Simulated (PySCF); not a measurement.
# H$_{6}$O$_{3}$Si$_{3}$ (SMILES O[SiH]1O[SiH2][SiH2]O1): what the fields show

```xyz
12

O    -2.4487    0.0849    1.1008
Si   -1.3542   -0.4485    0.0494
O    -0.0430   -1.0845    0.7834
Si    1.5112   -0.6632    0.4381
Si    0.9021    1.0099   -1.0445
O    -0.7127    0.7536   -0.8484
H    -2.2291    0.7457    1.7536
H    -2.0053   -1.4253   -0.7840
H     2.1195   -1.8919   -0.0788
H     2.0624   -0.3134    1.7511
H     1.1329    0.8139   -2.4780
H     1.0662    2.4180   -0.6687
```

Geometry: GFN2-xTB.

Computed with PBE0/pcSseg-1, SCF density, gas phase, non-relativistic (PySCF).

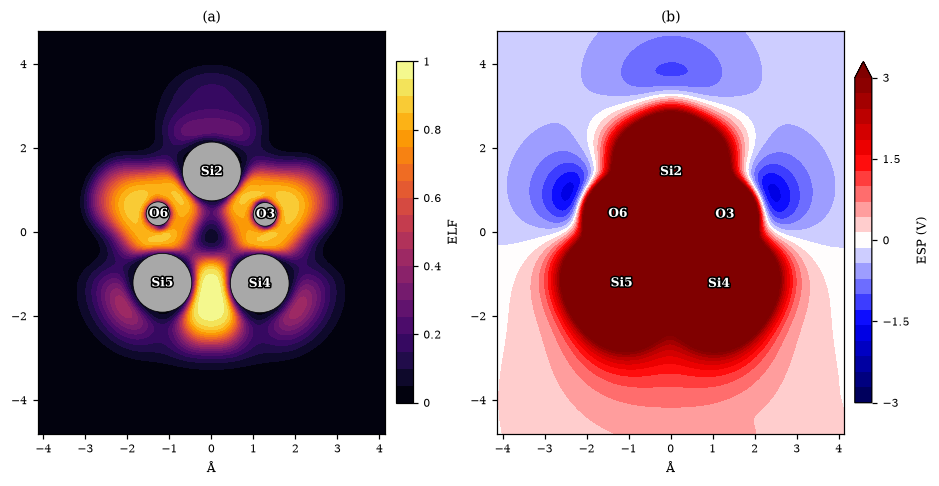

Figure 1. (a) electron localisation function; (b) electrostatic potential on the plane of atoms O3, Si4 and Si5. Grey discs cover the atomic cores in the ELF map.

### What does the map show?

The section cuts through Si and O sites. Si–O (1.63 Å): the ELF peaks at about 0.85 between the atoms (a shared but strongly polarised pair). Si–Si (2.32 Å): the ELF peaks at about 1 between the atoms; a covalent bond. The ELF also peaks beside O3 and O6, away from the bonds: lone-pair regions. Outside the dense part of the molecule the potential is most negative (−1.7 V) near O3 and O6.

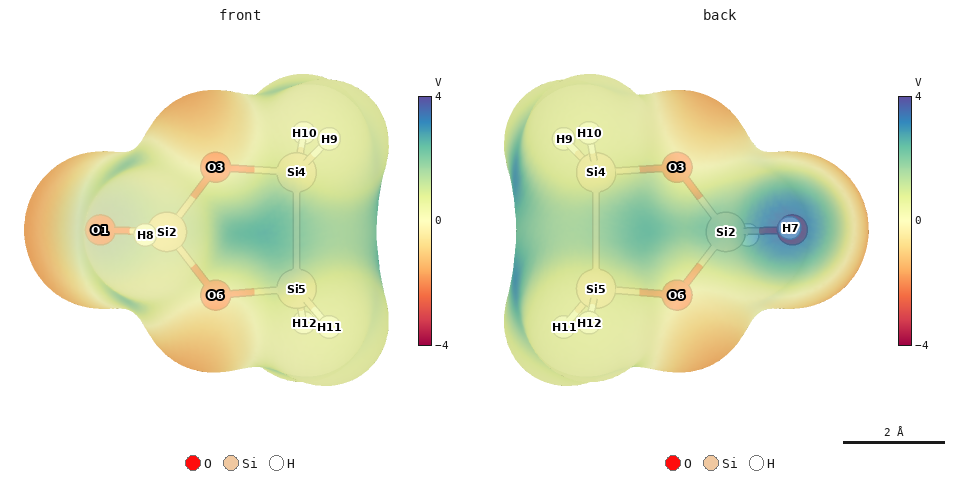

Figure 2. The molecular electrostatic potential painted on the density surface at 0.004 e/bohr³, seen from the front and from behind; red is negative and blue positive.

### Which sites attract a positive test charge, and which a negative one?

A positive charge is drawn to the negative regions and a negative charge to the positive ones. The most negative region (about −1.6 V) lies over O1, the most positive (about +3.4 V) over H7. O1 is the likeliest acceptor of a hydrogen bond.
